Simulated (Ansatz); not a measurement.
**InCl3F: nudged elastic band (part 1 of 2)**

System: InCl3F, multiplicity 2.
Method: UHF/def2-SVP (Ansatz 0.2.0).

The run did not end well. It belongs to a series of runs on one base structure; here: band between the two ends.

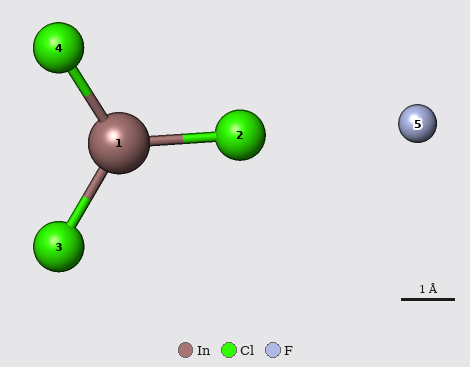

**Figure 1.** The starting structure (ball-and-stick view, seen at a tilt; atoms are numbered from 1 in the order of the input). Sticks mark near contacts.

## Input
```yaml
crystal:
  periodic: [false, false, false]
  atoms:
    - { symbol: In, position_ang: [-0.000451, -1.2e-05, -0.200386] }
    - { symbol: Cl, position_ang: [-0.00163, -7.3e-05, 2.125392] }
    - { symbol: Cl, position_ang: [2.014778, 1.8e-05, -1.358019] }
    - { symbol: Cl, position_ang: [-2.014537, 1.8e-05, -1.360007] }
    - { symbol: F, position_ang: [0.00184, 4.8e-05, 5.53302] }
magnetization:
  spin_polarized: true
  initial_magnetization: 1
basis:
  gaussian: { orbitals: def2-SVP }
hamiltonian:
  xc: hf
neb:
  order_check: false
  images: 5
  f_tol: 0.03
  max_iterations: 60
  final_atoms:
    - { symbol: In, position_ang: [-0.00017303, 5.28e-06, -1.3037978] }
    - { symbol: Cl, position_ang: [0.00120789, -9.51e-06, 4.77268616] }
    - { symbol: Cl, position_ang: [2.01328674, 8.31e-06, -2.55739465] }
    - { symbol: Cl, position_ang: [-2.01369825, 8.36e-06, -2.55728194] }
    - { symbol: F, position_ang: [-0.00062334, -1.344e-05, 6.38578823] }
  initial_path:
    images:
      - { positions_ang: [[-0.000451, -1.2e-05, -0.200386], [-0.00163, -7.3e-05, 2.125392], [2.014778, 1.8e-05, -1.358019], [-2.014537, 1.8e-05, -1.360007], [0.00184, 4.8e-05, 5.53302]] }
      - { positions_ang: [[-0.00029552, -7.81e-06, -0.13359067], [-0.00109613, -4.92e-05, 2.31359467], [2.04753045, 1.252e-05, -1.31200119], [-2.04734622, 1.252e-05, -1.31334948], [0.00120742, 3.098e-05, 5.18534667]] }
      - { positions_ang: [[-0.00014003, -3.62e-06, -0.06679533], [-0.00056226, -2.541e-05, 2.50179733], [2.08028289, 7.04e-06, -1.26598337], [-2.08015544, 7.04e-06, -1.26669196], [0.00057484, 1.395e-05, 4.83767333]] }
      - { positions_ang: [[1.545e-05, 5.7e-07, 0.0], [-2.84e-05, -1.61e-06, 2.69], [2.11303534, 1.56e-06, -1.21996556], [-2.11296466, 1.56e-06, -1.22003444], [-5.774e-05, -3.07e-06, 4.49]] }
      - { positions_ang: [[-4.737e-05, 2.14e-06, -0.43459926], [0.0003837, -4.25e-06, 3.38422872], [2.07978581, 3.81e-06, -1.66577525], [-2.07987586, 3.83e-06, -1.66578361], [-0.00024627, -6.53e-06, 5.12192941]] }
      - { positions_ang: [[-0.0001102, 3.71e-06, -0.86919853], [0.00079579, -6.88e-06, 4.07845744], [2.04653628, 6.06e-06, -2.11158495], [-2.04678706, 6.09e-06, -2.11153278], [-0.00043481, -9.98e-06, 5.75385882]] }
      - { positions_ang: [[-0.00017303, 5.28e-06, -1.3037978], [0.00120789, -9.51e-06, 4.77268616], [2.01328674, 8.31e-06, -2.55739465], [-2.01369825, 8.36e-06, -2.55728194], [-0.00062334, -1.344e-05, 6.38578823]] }
```

Run on 2 threads of Arm Neoverse V2, 24 GiB of memory available, shared host.

Command:
```bash
ansatz run input.yaml --threads 2 --pin off --max-ram 3072MiB --backend cpu --events-out ev --progress --plain --runs-dir out
```

## What the program printed
```
Engine: ansatz 0.2.0, aarch64-unknown-linux-gnu
Functional definition: HF
  exchange = exact_x
  correlation = 0
1004 factors; integrals over basis functions are off by at most 2.3e-4 eV
mean field evaluation 1: about -45340.3070 eV, gradient 3.2e1 eV
mean field evaluation 2: about -45340.3125 eV, gradient 3.2e1 eV
mean field evaluation 4: about -45342.1339 eV, gradient 2.6e1 eV
mean field evaluation 8: about -45352.3684 eV, gradient 2.0e1 eV
mean field evaluation 16: about -45353.8167 eV, gradient 1.5e-4 eV
mean field evaluation 32: about -45353.8134 eV, gradient 6.9e-3 eV
mean field evaluation 64: about -45353.8129 eV, gradient 3.6e-2 eV
mean field evaluation 96: about -45344.3183 eV, gradient 3.7e0 eV
mean field -45353.81668214 eV, -1666.7220211475 hartree, gradient 3.0e-6 eV, S^2 0.752418; 2 other end points of the search recorded, 0 dependent functions left out
the calculation of the forces begins
reference -45353.81668214 eV, -1666.7220211475 hartree; 41, 40 occupied and 53, 54 virtual orbitals, 1004 factors
1006 factors; integrals over basis functions are off by at most 1.3e-3 eV
mean field evaluation 128: about -45351.0859 eV, gradient 2.0e0 eV
mean field -45351.16015580 eV, -1666.6243956053 hartree, gradient 4.1e-5 eV, S^2 0.759967; 0 other end points of the search recorded, 0 dependent functions left out
[... from here on the field's lines of each further geometry are left out, up to the last ...]
NEB iter   1: max|band force component| = 6.212e0 eV/Å  barrier→ = 2.9341 eV  barrier← = 0.2775 eV  Δτ_max = 0.2000 Å  (1152 SCF iters)
NEB iter   2: max|band force component| = 3.661e0 eV/Å  barrier→ = 2.8040 eV  barrier← = 0.1475 eV  Δτ_max = 0.2000 Å  (349 SCF iters)
NEB iter   3: max|band force component| = 4.068e0 eV/Å  barrier→ = 2.9949 eV  barrier← = 0.3383 eV  Δτ_max = 0.1000 Å  (320 SCF iters)
NEB iter   4: max|band force component| = 1.518e0 eV/Å  barrier→ = 3.0596 eV  barrier← = 0.4031 eV  Δτ_max = 0.1994 Å  (315 SCF iters)
NEB iter   5: max|band force component| = 1.171e0 eV/Å  barrier→ = 3.0439 eV  barrier← = 0.3874 eV  Δτ_max = 0.1998 Å  (352 SCF iters)
NEB iter   6: max|band force component| = 8.748e-1 eV/Å  barrier→ = 3.0333 eV  barrier← = 0.3768 eV  Δτ_max = 0.2000 Å  (361 SCF iters)
NEB iter   7: max|band force component| = 1.675e0 eV/Å  barrier→ = 3.1550 eV  barrier← = 0.4984 eV  Δτ_max = 0.1000 Å  (377 SCF iters)
NEB iter   8: max|band force component| = 7.594e-1 eV/Å  barrier→ = 3.0352 eV  barrier← = 0.3787 eV  Δτ_max = 0.0668 Å  (374 SCF iters)
NEB iter   9: max|band force component| = 2.030e0 eV/Å  barrier→ = 2.9648 eV  barrier← = 0.3083 eV  Δτ_max = 0.0312 Å  (339 SCF iters)
NEB iter  10: max|band force component| = 3.103e0 eV/Å  barrier→ = 2.8598 eV  barrier← = 0.2033 eV  Δτ_max = 0.0604 Å  (364 SCF iters)
NEB iter  11: max|band force component| = 1.712e0 eV/Å  barrier→ = 2.7257 eV  barrier← = 0.0692 eV  Δτ_max = 0.0581 Å  (337 SCF iters)
NEB iter  12: max|band force component| = 9.509e-1 eV/Å  barrier→ = 2.6898 eV  barrier← = 0.0332 eV  Δτ_max = 0.0165 Å  (344 SCF iters)
NEB iter  13: max|band force component| = 1.394e-1 eV/Å  barrier→ = 2.6804 eV  barrier← = 0.0239 eV  CI = image 3  Δτ_max = 0.0666 Å  (340 SCF iters)
NEB iter  14: max|band force component| = 6.109e-1 eV/Å  barrier→ = 2.6866 eV  barrier← = 0.0300 eV  CI = image 3  Δτ_max = 0.1332 Å  (348 SCF iters)
NEB iter  15: max|band force component| = 9.089e-1 eV/Å  barrier→ = 2.6995 eV  barrier← = 0.0430 eV  CI = image 3  Δτ_max = 0.2000 Å  (331 SCF iters)
NEB iter  16: max|band force component| = 1.105e0 eV/Å  barrier→ = 2.7222 eV  barrier← = 0.0656 eV  CI = image 3  Δτ_max = 0.2000 Å  (368 SCF iters)
NEB iter  17: max|band force component| = 1.359e0 eV/Å  barrier→ = 2.7445 eV  barrier← = 0.0880 eV  CI = image 3  Δτ_max = 0.2000 Å  (311 SCF iters)
NEB iter  18: max|band force component| = 1.848e0 eV/Å  barrier→ = 2.7626 eV  barrier← = 0.1061 eV  CI = image 3  Δτ_max = 0.2000 Å  (320 SCF iters)
NEB iter  19: max|band force component| = 1.928e0 eV/Å  barrier→ = 2.7719 eV  barrier← = 0.1154 eV  CI = image 3  Δτ_max = 0.1958 Å  (343 SCF iters)
NEB iter  20: max|band force component| = 2.123e0 eV/Å  barrier→ = 2.8196 eV  barrier← = 0.1630 eV  CI = image 3  Δτ_max = 0.2000 Å  (329 SCF iters)
NEB iter  21: max|band force component| = 2.209e0 eV/Å  barrier→ = 2.8629 eV  barrier← = 0.2063 eV  CI = image 3  Δτ_max = 0.2000 Å  (329 SCF iters)
NEB iter  22: max|band force component| = 2.601e0 eV/Å  barrier→ = 2.8634 eV  barrier← = 0.2069 eV  CI = image 3  Δτ_max = 0.1971 Å  (333 SCF iters)
NEB iter  23: max|band force component| = 2.755e0 eV/Å  barrier→ = 2.8444 eV  barrier← = 0.1879 eV  CI = image 3  Δτ_max = 0.1975 Å  (338 SCF iters)
NEB iter  24: max|band force component| = 2.653e0 eV/Å  barrier→ = 2.8054 eV  barrier← = 0.1488 eV  CI = image 3  Δτ_max = 0.2000 Å  (372 SCF iters)
NEB iter  25: max|band force component| = 2.582e0 eV/Å  barrier→ = 2.7982 eV  barrier← = 0.1417 eV  CI = image 3  Δτ_max = 0.2000 Å  (361 SCF iters)
NEB iter  26: max|band force component| = 2.543e0 eV/Å  barrier→ = 2.8117 eV  barrier← = 0.1552 eV  CI = image 3  Δτ_max = 0.2000 Å  (314 SCF iters)
NEB iter  27: max|band force component| = 2.372e0 eV/Å  barrier→ = 2.7918 eV  barrier← = 0.1352 eV  CI = image 3  Δτ_max = 0.1971 Å  (422 SCF iters)
NEB iter  28: max|band force component| = 1.832e0 eV/Å  barrier→ = 2.7202 eV  barrier← = 0.0637 eV  CI = image 3  Δτ_max = 0.2000 Å  (370 SCF iters)
NEB iter  29: max|band force component| = 1.106e0 eV/Å  barrier→ = 2.6717 eV  barrier← = 0.0152 eV  CI = image 3  Δτ_max = 0.2000 Å  (380 SCF iters)
NEB iter  30: max|band force component| = 3.105e-1 eV/Å  barrier→ = 2.6536 eV  barrier← = -0.0029 eV  CI = image 3  Δτ_max = 0.2000 Å  (427 SCF iters)
NEB iter  31: max|band force component| = 2.205e0 eV/Å  barrier→ = 2.6535 eV  barrier← = -0.0030 eV  CI = image 2  Δτ_max = 0.2000 Å  (338 SCF iters)
NEB iter  32: max|band force component| = 1.790e0 eV/Å  barrier→ = 2.6644 eV  barrier← = 0.0078 eV  CI = image 2  Δτ_max = 0.2000 Å  (381 SCF iters)
NEB iter  33: max|band force component| = 1.804e0 eV/Å  barrier→ = 2.7233 eV  barrier← = 0.0668 eV  CI = image 2  Δτ_max = 0.2000 Å  (362 SCF iters)
NEB iter  34: max|band force component| = 2.848e0 eV/Å  barrier→ = 2.7903 eV  barrier← = 0.1338 eV  CI = image 2  Δτ_max = 0.2000 Å  (353 SCF iters)
NEB iter  35: max|band force component| = 3.083e0 eV/Å  barrier→ = 2.8298 eV  barrier← = 0.1733 eV  CI = image 2  Δτ_max = 0.2000 Å  (357 SCF iters)
NEB iter  36: max|band force component| = 2.745e0 eV/Å  barrier→ = 2.8676 eV  barrier← = 0.2111 eV  CI = image 2  Δτ_max = 0.2000 Å  (324 SCF iters)
NEB iter  37: max|band force component| = 2.289e0 eV/Å  barrier→ = 2.9176 eV  barrier← = 0.2611 eV  CI = image 2  Δτ_max = 0.1930 Å  (371 SCF iters)
NEB iter  38: max|band force component| = 1.294e0 eV/Å  barrier→ = 2.9425 eV  barrier← = 0.2860 eV  CI = image 2  Δτ_max = 0.2000 Å  (353 SCF iters)
NEB iter  39: max|band force component| = 6.424e-1 eV/Å  barrier→ = 2.9312 eV  barrier← = 0.2747 eV  CI = image 2  Δτ_max = 0.2000 Å  (336 SCF iters)
NEB iter  40: max|band force component| = 6.364e-1 eV/Å  barrier→ = 2.9052 eV  barrier← = 0.2487 eV  CI = image 2  Δτ_max = 0.2000 Å  (387 SCF iters)
NEB iter  41: max|band force component| = 6.060e-1 eV/Å  barrier→ = 2.8736 eV  barrier← = 0.2171 eV  CI = image 2  Δτ_max = 0.2000 Å  (344 SCF iters)
NEB iter  42: max|band force component| = 7.003e-1 eV/Å  barrier→ = 2.8278 eV  barrier← = 0.1712 eV  CI = image 2  Δτ_max = 0.2000 Å  (314 SCF iters)
NEB iter  43: max|band force component| = 1.090e0 eV/Å  barrier→ = 2.7296 eV  barrier← = 0.0730 eV  CI = image 2  Δτ_max = 0.2000 Å  (371 SCF iters)
NEB iter  44: max|band force component| = 3.617e0 eV/Å  barrier→ = 2.6221 eV  barrier← = -0.0344 eV  CI = image 5  Δτ_max = 0.2000 Å  (356 SCF iters)
NEB iter  45: max|band force component| = 1.069e0 eV/Å  barrier→ = 2.9033 eV  barrier← = 0.2467 eV  CI = image 2  Δτ_max = 0.1988 Å  (327 SCF iters)
NEB iter  46: max|band force component| = 9.673e-1 eV/Å  barrier→ = 2.9272 eV  barrier← = 0.2706 eV  CI = image 2  Δτ_max = 0.1996 Å  (342 SCF iters)
NEB iter  47: max|band force component| = 1.134e0 eV/Å  barrier→ = 2.8485 eV  barrier← = 0.1920 eV  CI = image 2  Δτ_max = 0.1978 Å  (347 SCF iters)
NEB iter  48: max|band force component| = 2.001e0 eV/Å  barrier→ = 2.7182 eV  barrier← = 0.0617 eV  CI = image 2  Δτ_max = 0.2000 Å  (384 SCF iters)
NEB iter  49: max|band force component| = 3.029e0 eV/Å  barrier→ = 2.6196 eV  barrier← = -0.0369 eV  CI = image 5  Δτ_max = 0.2000 Å  (377 SCF iters)
NEB iter  50: max|band force component| = 2.402e0 eV/Å  barrier→ = 2.9891 eV  barrier← = 0.3326 eV  CI = image 2  Δτ_max = 0.2000 Å  (374 SCF iters)
NEB iter  51: max|band force component| = 9.936e-1 eV/Å  barrier→ = 2.8623 eV  barrier← = 0.2057 eV  CI = image 2  Δτ_max = 0.2000 Å  (390 SCF iters)
NEB iter  52: max|band force component| = 4.270e-1 eV/Å  barrier→ = 2.9822 eV  barrier← = 0.3256 eV  CI = image 2  Δτ_max = 0.1008 Å  (418 SCF iters)
NEB iter  53: max|band force component| = 1.286e0 eV/Å  barrier→ = 3.0060 eV  barrier← = 0.3495 eV  CI = image 2  Δτ_max = 0.0504 Å  (410 SCF iters)
NEB iter  54: max|band force component| = 1.696e0 eV/Å  barrier→ = 3.0217 eV  barrier← = 0.3652 eV  CI = image 2  Δτ_max = 0.1014 Å  (372 SCF iters)
NEB iter  55: max|band force component| = 2.391e0 eV/Å  barrier→ = 3.0351 eV  barrier← = 0.3786 eV  CI = image 2  Δτ_max = 0.2000 Å  (395 SCF iters)
NEB iter  56: max|band force component| = 4.202e0 eV/Å  barrier→ = 3.0000 eV  barrier← = 0.3435 eV  CI = image 2  Δτ_max = 0.2000 Å  (363 SCF iters)
NEB iter  57: max|band force component| = 5.181e0 eV/Å  barrier→ = 2.8088 eV  barrier← = 0.1523 eV  CI = image 2  Δτ_max = 0.1980 Å  (399 SCF iters)
NEB iter  58: max|band force component| = 3.854e0 eV/Å  barrier→ = 2.6185 eV  barrier← = -0.0380 eV  CI = image 5  Δτ_max = 0.2000 Å  (386 SCF iters)
```
